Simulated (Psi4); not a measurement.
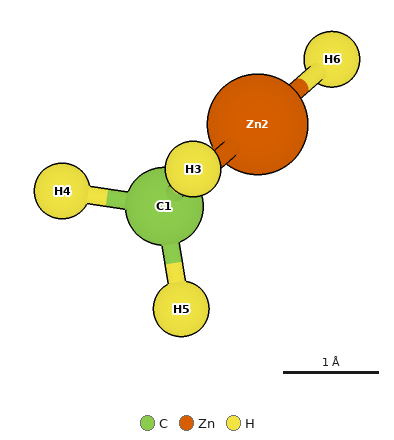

Fig. 1: The input geometry (ball-and-stick view, seen at a tilt; atoms are numbered from 1 in the order of the input). Sticks mark near contacts.

# Geometry relaxation, with input and output: CH4Zn

- system: CH4Zn, SMILES [CH3][ZnH]
- method: PBE0/def2-TZVP, RKS, dispersion D4 (Psi4 1.11)

The geometry comes from this level: own PBE0/def2-TZVP.

Input (input.inp)
```
memory 3.3 GB

molecule mol {
  0 1
  C     -0.107310    -0.409480    -0.468590
  Zn     0.388210     0.693780     1.049660
  H      0.668440    -1.147780    -0.688010
  H     -1.038040    -0.949250    -0.275180
  H     -0.253350     0.199110    -1.364880
  H      0.782250     1.572270     2.257160
  symmetry c1
}

set basis def2-TZVP
set scf_type df
set geom_maxiter 50
set max_force_g_convergence 0.0002

E, wfn = optimize("pbe0-d4", return_wfn=True)
```

Launch command:
```bash
psi4 input.inp input.out -n 2
```

The program's output
```
Psi4 1.11 release

gradient() will perform analytic gradient computation.

   => Loading Basis Set <=

    Name: DEF2-TZVP
    Role: ORBITAL
    Keyword: BASIS

   => PBE0-D4(BJ,EEQ)ATM: Empirical Dispersion <=

        a1 =       0.400856
        a2 =       5.029288
       alp =      16.000000
        s6 =       1.000000
        s8 =       1.200655
        s9 =       1.000000
        ga =       3.000000
        gc =       2.000000
        wf =       6.000000

         ---------------------------------------------------------
                                   SCF
                              RKS Reference
                        2 Threads,   3147 MiB Core
         ---------------------------------------------------------

  ==> Geometry <==

    Molecular point group: c1
    Full point group: C1

    Geometry (in Angstrom), charge = 0, multiplicity = 1:

       Center              X                  Y                   Z               Mass
    ------------   -----------------  -----------------  -----------------  -----------------
         C           -0.403590987368    -0.898606884191    -1.236586232718    12.000000000000
         ZN           0.091929012632     0.204653115809     0.281663767282    63.929142010000
         H            0.372159012632    -1.636906884191    -1.456006232718     1.007825032230
         H           -1.334320987368    -1.438376884191    -1.043176232718     1.007825032230
         H           -0.549630987368    -0.290016884191    -2.132876232718     1.007825032230
         H            0.485969012632     1.083143115809     1.489163767282     1.007825032230

  Running in c1 symmetry.

  Rotational constants: A =      5.35782  B =      0.30488  C =      0.30488 [cm^-1]
  Rotational constants: A = 160623.33207  B =   9140.05304  C =   9140.04781 [MHz]
  Nuclear repulsion =   88.967053000822929

  Charge       = 0
  Multiplicity = 1
  Electrons    = 40
  Nalpha       = 20
  Nbeta        = 20

  ==> Algorithm <==

  SCF Algorithm Type is DF.
  DIIS enabled.
  MOM disabled.
  Fractional occupation disabled.
  Guess Type is SAD.
  Energy threshold   = 1.00e-08
  Density threshold  = 1.00e-08
  Integral threshold = 1.00e-12

  ==> Primary Basis <==

  Basis Set: DEF2-TZVP
    Blend: DEF2-TZVP
    Number of shells: 43
    Number of basis functions: 103
    Number of Cartesian functions: 115
    Spherical Harmonics?: true
    Max angular momentum: 3

  ==> DFT Potential <==

   => LibXC <=

    Version 7.1.2

   => Composite Functional: PBE0-D4BJEEQATM <=

    PBE0-d4bjeeqatm Hyb-GGA Exchange-Correlation Functional

    Deriv               =              1
    GGA                 =           TRUE
    Meta                =          FALSE

    Exchange Hybrid     =           TRUE
    MP2 Hybrid          =          FALSE

   => Exchange Functionals <=

    0.7500   Perdew, Burke & Ernzerhof

   => Exact (HF) Exchange <=

    0.2500               HF

   => Correlation Functionals <=

    1.0000   Perdew, Burke & Ernzerhof

   => LibXC Density Thresholds  <==

    XC_HYB_GGA_XC_PBEH:  1.00E-15

   => Molecular Quadrature <=

    Radial Scheme          =       TREUTLER
    Pruning Scheme         =           NONE
    Nuclear Scheme         =       TREUTLER

    Blocking Scheme        =         OCTREE
    BS radius alpha        =              1
    Pruning alpha          =              1
    Radial Points          =             75
    Spherical Points       =            302
    Total Points           =         130985
    Total Blocks           =           1031
    Max Points             =            256
    Max Functions          =            102
    Weights Tolerance      =       1.00E-15

   => Loading Basis Set <=

    Name: (DEF2-TZVP AUX)
    Role: JKFIT
    Keyword: DF_BASIS_SCF

  ==> Integral Setup <==

  DFHelper Memory: AOs need 0.037 GiB; user supplied 2.007 GiB.
  SCF_SUBTYPE=INCORE selected. In-core MEM_DF algorithm will be used.
  Using in-core AOs.

  ==> MemDFJK: Density-Fitted J/K Matrices <==

    J tasked:                   Yes
    K tasked:                   Yes
    wK tasked:                   No
    Memory [MiB]:              2054
    Algorithm:                 Core
    Schwarz Cutoff:           1E-12
    Mask sparsity (%):       0.3770
    Fitting Condition:        1E-10

   => Auxiliary Basis Set <=

  Basis Set: (DEF2-TZVP AUX)
    Blend: DEF2-UNIVERSAL-JKFIT
    Number of shells: 107
    Number of basis functions: 411
    Number of Cartesian functions: 546
    Spherical Harmonics?: true
    Max angular momentum: 6

  Cached 100.0% of DFT collocation blocks in 0.298 [GiB].

  Minimum eigenvalue in the overlap matrix is 1.7022987201E-03.
  Reciprocal condition number of the overlap matrix is 2.4471732179E-04.
    Using symmetric orthogonalization.

  ==> Pre-Iterations <==

  SCF Guess: Superposition of Atomic Densities via on-the-fly atomic UHF (no occupation information).

   -------------------------
    Irrep   Nso     Nmo
   -------------------------
     A        103     103
   -------------------------
    Total     103     103
   -------------------------

  ==> Iterations <==

                           Total Energy        Delta E     RMS |[F,P]|

   @DF-RKS iter SAD: -1816.39186502475468   -1.81639e+03   0.00000e+00
   @DF-RKS iter   1: -1816.90854424140389   -5.16679e-01   4.01979e-02 DIIS/ADIIS
   @DF-RKS iter   2: -1770.64810076445747    4.62604e+01   8.99800e-02 DIIS/ADIIS
   @DF-RKS iter   3: -1818.38468691747289   -4.77366e+01   2.98576e-02 DIIS/ADIIS
   @DF-RKS iter   4: -1819.58592124637357   -1.20123e+00   2.35776e-03 DIIS/ADIIS
   @DF-RKS iter   5: -1819.59596111144606   -1.00399e-02   8.04657e-04 DIIS/ADIIS
   @DF-RKS iter   6: -1819.59955629067531   -3.59518e-03   2.25431e-04 DIIS/ADIIS
   @DF-RKS iter   7: -1819.59983096595056   -2.74675e-04   2.87797e-05 DIIS
   @DF-RKS iter   8: -1819.59983317780484   -2.21185e-06   4.11885e-06 DIIS
   @DF-RKS iter   9: -1819.59983322747848   -4.96736e-08   3.84987e-07 DIIS
   @DF-RKS iter  10: -1819.59983322821427   -7.35781e-10   1.95635e-07 DIIS
   @DF-RKS iter  11: -1819.59983322830749   -9.32232e-11   2.47666e-08 DIIS
   @DF-RKS iter  12: -1819.59983322831022   -2.72848e-12   6.50757e-09 DIIS
  Energy and wave function converged.

  ==> Post-Iterations <==

   Electrons on quadrature grid:
      Ntotal   =   39.9999954533 ; deviation = -4.547e-06

    Orbital Energies [Eh]
    ---------------------

    Doubly Occupied:

       1A   -347.603826     2A    -42.348067     3A    -37.288969
       4A    -37.288969     5A    -37.286135     6A    -10.194433
       7A     -4.890065     8A     -3.266365     9A     -3.266365
      10A     -3.259867    11A     -0.690771    12A     -0.525284
      13A     -0.520182    14A     -0.520181    15A     -0.517909
      16A     -0.517909    17A     -0.393097    18A     -0.393094
      19A     -0.340732    20A     -0.275948

    Virtual:

      21A     -0.009322    22A     -0.009316    23A      0.015783
      24A      0.091497    25A      0.110003    26A      0.122960
      27A      0.122967    28A      0.193255    29A      0.215958
      30A      0.215985    31A      0.235667    32A      0.235671
      33A      0.264499    34A      0.270872    35A      0.270918
      36A      0.323606    37A      0.330803    38A      0.330904
      39A      0.420659    40A      0.488423    41A      0.488427
      42A      0.514748    43A      0.641391    44A      0.663655
      45A      0.771323    46A      0.771401    47A      0.958568
      48A      0.958604    49A      0.962815    50A      1.196272
      51A      1.196292    52A      1.233312    53A      1.233378
      54A      1.407330    55A      1.519189    56A      1.543724
      57A      1.543735    58A      1.554841    59A      1.647816
      60A      1.647828    61A      1.667514    62A      1.916485
      63A      1.916628    64A      2.009858    65A      2.128081
      66A      2.153274    67A      2.153496    68A      2.341145
      69A      2.341219    70A      2.395607    71A      2.403747
      72A      2.403825    73A      2.489297    74A      2.596410
      75A      2.596433    76A      2.830708    77A      2.956624
      78A      3.099908    79A      3.100013    80A      3.230400
      81A      3.230506    82A      3.298295    83A      3.342438
      84A      3.542721    85A      3.542728    86A      3.640985
      87A      4.117754    88A      4.237008    89A      4.237044
      90A      4.393735    91A      4.824838    92A      4.824851
      93A      4.922875    94A      4.922888    95A      5.387078
      96A      6.531728    97A      6.531742    98A      6.541563
      99A      6.541573   100A      6.564489   101A      6.564491
     102A      6.665101   103A     22.242545

    Final Occupation by Irrep:
              A
    DOCC [    20 ]
    NA   [    20 ]
    NB   [    20 ]

  @DF-RKS Final Energy: -1819.59983322831022

   => Energetics <=

    Nuclear Repulsion Energy =             88.9670530008229292
    One-Electron Energy =               -2713.1896024190482422
    Two-Electron Energy =                 863.3377046792176088
    DFT Exchange-Correlation Energy =     -58.7129595508525597
    Empirical Dispersion Energy =          -0.0020289384502775
    VV10 Nonlocal Energy =                  0.0000000000000000
    Total Energy =                      -1819.5998332283104446

Computation Completed

Properties will be evaluated at   0.000000,   0.000000,   0.000000 [a0]

Properties computed using the SCF density matrix

 Multipole Moments:

 ------------------------------------------------------------------------------------
     Multipole            Electronic (a.u.)      Nuclear  (a.u.)        Total (a.u.)
 ------------------------------------------------------------------------------------

 L = 1.  Multiply by 2.5417464519 to convert [e a0] to [Debye]
 Dipole X            :          1.2537423           -1.3029652           -0.0492229
 Dipole Y            :          2.7892148           -2.8992280           -0.1100131
 Dipole Z            :          3.8411389           -3.9920451           -0.1509062
 Magnitude           :                                                    0.1931281

 ------------------------------------------------------------------------------------

	total time  =          6 seconds =       0.10 minutes

         ------------------------------------------------------------
                                   SCF GRAD
         ------------------------------------------------------------

  ==> Geometry <==

    Molecular point group: c1
    Full point group: C1

    Geometry (in Angstrom), charge = 0, multiplicity = 1:

       Center              X                  Y                   Z               Mass
    ------------   -----------------  -----------------  -----------------  -----------------
         C           -0.403590987368    -0.898606884191    -1.236586232718    12.000000000000
         ZN           0.091929012632     0.204653115809     0.281663767282    63.929142010000
         H            0.372159012632    -1.636906884191    -1.456006232718     1.007825032230
         H           -1.334320987368    -1.438376884191    -1.043176232718     1.007825032230
         H           -0.549630987368    -0.290016884191    -2.132876232718     1.007825032230
         H            0.485969012632     1.083143115809     1.489163767282     1.007825032230

  Nuclear repulsion =   88.967053000822929

  ==> Basis Set <==

  Basis Set: DEF2-TZVP
    Blend: DEF2-TZVP
    Number of shells: 43
    Number of basis functions: 103
    Number of Cartesian functions: 115
    Spherical Harmonics?: true
    Max angular momentum: 3

  ==> DFJKGrad: Density-Fitted SCF Gradients <==

    Gradient:                    1
    J tasked:                  Yes
    K tasked:                  Yes
    wK tasked:                  No
    Integrals threads:           2
    Memory [MiB]:             2360
    Schwarz Cutoff:          1E-12
    Fitting Condition:       1E-10

   => Auxiliary Basis Set <=

  Basis Set: (DEF2-TZVP AUX)
    Blend: DEF2-UNIVERSAL-JKFIT
    Number of shells: 107
    Number of basis functions: 411
    Number of Cartesian functions: 546
    Spherical Harmonics?: true
    Max angular momentum: 6

  ==> DFT Potential <==

   => LibXC <=

    Version 7.1.2

   => Composite Functional: PBE0-D4BJEEQATM <=

    PBE0-d4bjeeqatm Hyb-GGA Exchange-Correlation Functional

    Deriv               =              1
    GGA                 =           TRUE
    Meta                =          FALSE

    Exchange Hybrid     =           TRUE
    MP2 Hybrid          =          FALSE

   => Exchange Functionals <=

    0.7500   Perdew, Burke & Ernzerhof

   => Exact (HF) Exchange <=

    0.2500               HF

   => Correlation Functionals <=

    1.0000   Perdew, Burke & Ernzerhof

   => LibXC Density Thresholds  <==

    XC_HYB_GGA_XC_PBEH:  1.00E-15

   => Molecular Quadrature <=

    Radial Scheme          =       TREUTLER
    Pruning Scheme         =           NONE
    Nuclear Scheme         =       TREUTLER

    Blocking Scheme        =         OCTREE
    BS radius alpha        =              1
    Pruning alpha          =              1
    Radial Points          =             75
    Spherical Points       =            302
    Total Points           =         130985
    Total Blocks           =           1031
    Max Points             =            256
    Max Functions          =            102
    Weights Tolerance      =       1.00E-15

  -Total Gradient:
     Atom            X                  Y                   Z
    ------   -----------------  -----------------  -----------------
       1        0.000009024354     0.000019009898     0.000034336509
       2       -0.000000266885    -0.000012914490    -0.000007016017
       3        0.000002057854    -0.000004856291    -0.000001261136
       4       -0.000001637066    -0.000002294963    -0.000000015933
       5        0.000003105464     0.000015156377     0.000009226287
       6       -0.000007741382    -0.000003899266    -0.000020816328

	total time  =          2 seconds =       0.03 minutes

    			-----------------------------------------

    			 OPTKING 3.0: for geometry optimizations

    			        with contributions from

    			-----------------------------------------

	                            ===> Fragment 1 <==

	 Z (Atomic Numbers)          Masses                          Geom
	       6.000000            12.000000         -0.76267643 -1.69812091 -2.33680931
	      30.000000            63.929142          0.17372066  0.38673834  0.53226738
	       1.000000             1.007825          0.70327861 -3.09330570 -2.75145302
	       1.000000             1.007825         -2.52150123 -2.71813838 -1.97131738
	       1.000000             1.007825         -1.03865204 -0.54805248 -4.03055194
	       1.000000             1.007825          0.91834834  2.04684384  2.81411168

	 - Coordinate -           - BOHR/RAD -       - ANG/DEG -
	 R(1,2)           =         3.668116           1.941084
	 R(1,3)           =         2.065791           1.093170
	 R(1,4)           =         2.065789           1.093169
	 R(1,5)           =         2.065813           1.093181
	 R(2,6)           =         2.918430           1.544367
	 L(1,2,6)         =         3.141030         179.967763
	 l(1,2,6)         =         3.141593         180.000000
	 B(2,1,3)         =         1.938749         111.082120
	 B(2,1,4)         =         1.938641         111.075941
	 B(2,1,5)         =         1.937964         111.037139
	 B(3,1,4)         =         1.882017         107.831627
	 B(3,1,5)         =         1.882021         107.831863
	 B(4,1,5)         =         1.882002         107.830760

	        --- Internal Coordinate Step in ANG or DEG, aJ/ANG or AJ/DEG ---
	-------------------------------------------------------------------------------
	           Coordinate      Previous         Force          Change          New
	           ----------      --------        ------          ------        ------
	               R(1,2)       1.94108        0.00033        0.00012       1.94120
	               R(1,3)       1.09317       -0.00005       -0.00001       1.09316
	               R(1,4)       1.09317       -0.00003       -0.00001       1.09316
	               R(1,5)       1.09318       -0.00001       -0.00000       1.09318
	               R(2,6)       1.54437        0.00019        0.00008       1.54445
	             L(1,2,6)     179.96776        0.00000        0.00998     179.97774
	             l(1,2,6)     180.00000       -0.00000       -0.00008     179.99992
	             B(2,1,3)     111.08212       -0.00000       -0.00419     111.07793
	             B(2,1,4)     111.07594       -0.00000       -0.00325     111.07269
	             B(2,1,5)     111.03714        0.00000        0.00990     111.04704
	             B(3,1,4)     107.83163       -0.00000       -0.00019     107.83144
	             B(3,1,5)     107.83186       -0.00000       -0.00156     107.83030
	             B(4,1,5)     107.83076       -0.00000       -0.00086     107.82990
	-------------------------------------------------------------------------------

	                                 ==> Convergence Check <==

	Measures of convergence in internal coordinates in au.

	Criteria marked as inactive (o), active & met (*), and active & unmet ( ).

	----------------------------------------------------------------------------------------------~
	   Step    Total Energy     Delta E     Max Force     RMS Force      Max Disp      RMS Disp   ~
	----------------------------------------------------------------------------------------------~
	  Convergence Criteria              o    2.00e-04 *             o             o             o~
	----------------------------------------------------------------------------------------------~
	     1   -1819.59983323   -1.82e+03 o    3.95e-05 *    1.74e-05 o    2.25e-04 o    1.06e-04 o  ~
	----------------------------------------------------------------------------------------------

Next Geometry in Ang
	Fragment 1 (Ang)

	    C  -0.4036116682  -0.8985857398  -1.2366551712
	   Zn   0.0919217743   0.2047749672   0.2816694369
	    H   0.3721647658  -1.6368756019  -1.4559694014
	    H  -1.3343096078  -1.4383708153  -1.0431644889
	    H  -0.5496863309  -0.2901718003  -2.1330561106
	    H   0.4860351426   1.0831176850   1.4893583389

    Final optimized geometry and variables:
    Molecular point group: c1
    Full point group: C1

    Geometry (in Angstrom), charge = 0, multiplicity = 1:

    C           -0.403590987368    -0.898606884191    -1.236586232718
    ZN           0.091929012632     0.204653115809     0.281663767282
    H            0.372159012632    -1.636906884191    -1.456006232718
    H           -1.334320987368    -1.438376884191    -1.043176232718
    H           -0.549630987368    -0.290016884191    -2.132876232718
    H            0.485969012632     1.083143115809     1.489163767282

    Psi4 run time: 0:00:08.44
```

Standard output
```
Optimizer: Optimization complete!
```

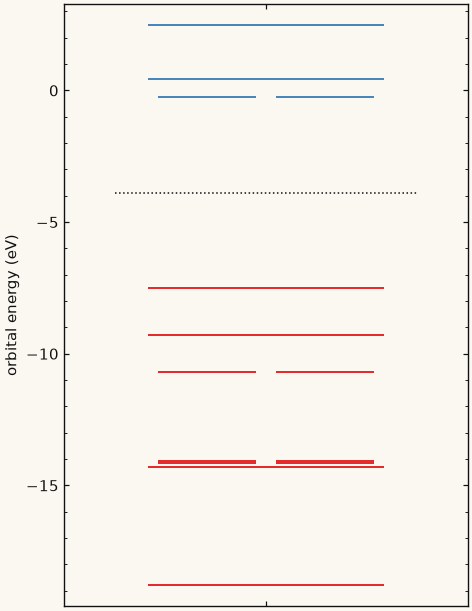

Fig. 2: Orbital energies near the frontier; the dotted line parts filled from empty levels, and levels within 0.02 eV of each other stand side by side. Highest filled −7.51 eV, lowest empty −0.25 eV, 7.26 eV apart.

Summary

- outcome: converged
- total energy: −1819.599833 hartree
- dispersion energy: −0.002029 hartree
- basis functions: 103
- HOMO: −7.51 eV
- LUMO: −0.25 eV
- dipole moment: 0.49 D
- hardware: 2 threads of AMD EPYC (Zen 3), 192 GiB of memory available, shared host
- wall time: 10 s (CPU time 21 s)
- peak memory: 0.63 GiB
